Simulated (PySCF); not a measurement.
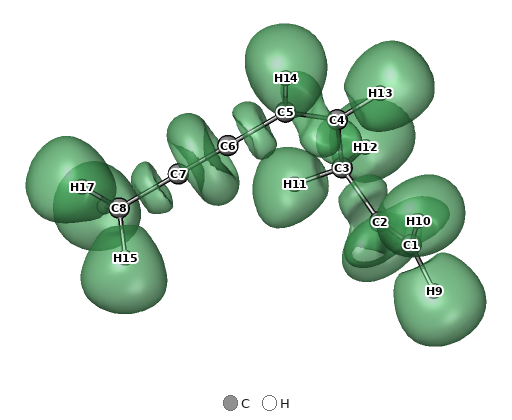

*C8H9 (SMILES C=[C]C/C=C\C#CC) (doublet). Isosurface of the ELF at 0.75 (green), seen at a tilt. Core shells and regions of very low density are left out.*

Geometry: GFN2-xTB.

Computed with PySCF 2.14.0, density-fitted response routines, UKS B3LYP, pcH-1 on C H, non-relativistic, mean-field spin-orbit, GIAO.

```yaml
atoms:
  - { symbol: C, position_ang: [-2.7010, 1.4593, -0.1312] }
  - { symbol: C, position_ang: [-2.1574, 0.5142, -0.8256] }
  - { symbol: C, position_ang: [-1.4194, -0.7444, -0.7636] }
  - { symbol: C, position_ang: [-1.1777, -1.0780, 0.6797] }
  - { symbol: C, position_ang: [-0.0088, -0.8957, 1.2997] }
  - { symbol: C, position_ang: [1.1610, -0.4389, 0.6622] }
  - { symbol: C, position_ang: [2.1695, -0.0407, 0.1383] }
  - { symbol: C, position_ang: [3.3776, 0.4367, -0.4953] }
  - { symbol: H, position_ang: [-3.1890, 2.2982, -0.6084] }
  - { symbol: H, position_ang: [-2.7182, 1.5043, 0.9598] }
  - { symbol: H, position_ang: [-0.4646, -0.6329, -1.2850] }
  - { symbol: H, position_ang: [-2.0003, -1.5328, -1.2522] }
  - { symbol: H, position_ang: [-2.0415, -1.4106, 1.2376] }
  - { symbol: H, position_ang: [0.0929, -1.1114, 2.3568] }
  - { symbol: H, position_ang: [3.2754, 1.4936, -0.7438] }
  - { symbol: H, position_ang: [3.5653, -0.1216, -1.4130] }
  - { symbol: H, position_ang: [4.2292, 0.3127, 0.1740] }
```

### What do the ELF domains correspond to?

The surface consists of five regions between bonded C–C atoms (shared pairs), nine regions around hydrogen nuclei and one region on C in which the atom's valence shell and bonds are merged.

Values along the shortest contacts:
C–C (1.20 Å): the ELF peaks at about 0.85 between the atoms: a multiple bond. C–H (1.08 Å): the ELF climbs to about 1 towards the hydrogen, as it does in any bond to H (an ordinary covalent bond to hydrogen).
